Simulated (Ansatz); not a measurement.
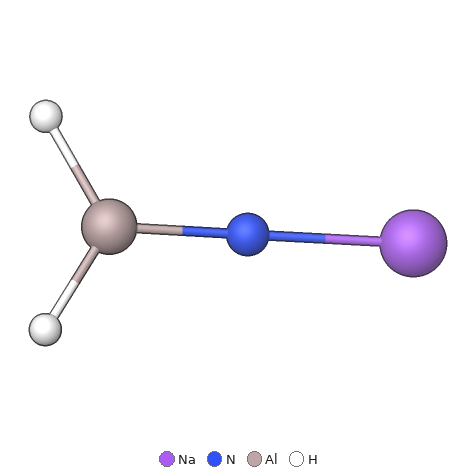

Charge 0, doublet. The geometry was computed by an optimisation with PBE0-D4/def2-TZVP. No frequency run is at hand to confirm it as a minimum.

Draw it as a skeletal formula.

SMILES: [Na][N][AlH2]

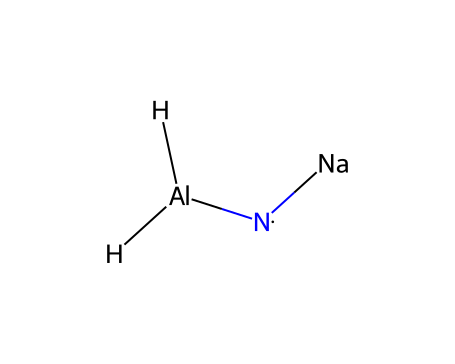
